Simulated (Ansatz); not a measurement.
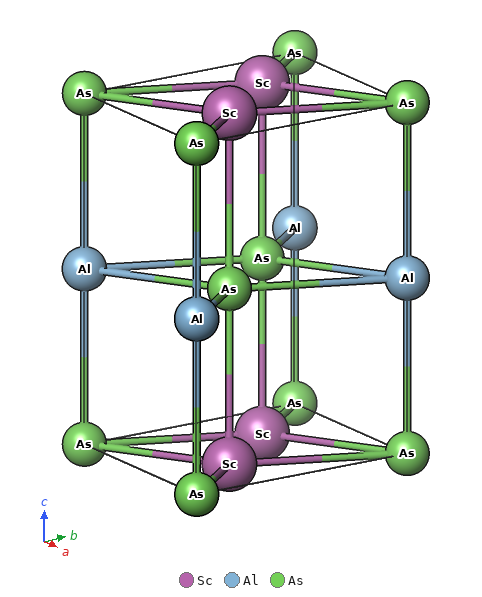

Crystal structure, ball-and-stick style, seen slightly off an axis. Thin lines show the simulation cell, with boundary atoms drawn in all their periodic places.

```xyz
6
Lattice="5.0624 0.0000 0.0000 -2.5312 4.3841 0.0000 0.0000 0.0000 5.4921" Properties=species:S:1:pos:R:3 pbc="T T T"
Sc    0.0000    2.9228    0.0000
Sc    2.5312    1.4614    0.0000
Al    0.0000    0.0000    2.7460
As    0.0000    2.9228    2.7460
As    2.5312    1.4614    2.7460
As    2.5312    4.3841    0.0000
```

Computational set-up: Ansatz 0.2.0, DFT PBE, scalar-relativistic, plane waves, PAW, a cutoff energy of 420 eV, a 12×12×8 grid in reciprocal space, Gaussian smearing of 0.1 eV, collinear spins. The state is ferromagnetic.

### State the Bader charges by element.

Sc +1.22 e; Al +1.16 e; As -1.73 to -0.93 e.

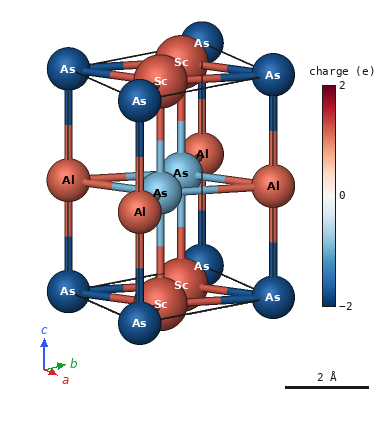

The atoms coloured by those charges.

It goes back to a random cell made by a generator, so it need not be a real form of the compound. Earlier steps of the study, as a rule a relaxation of our own, may have changed the cell and positions, so they can lie some per cent off the listed ones. An electronic-structure calculation with Ansatz was run on it.
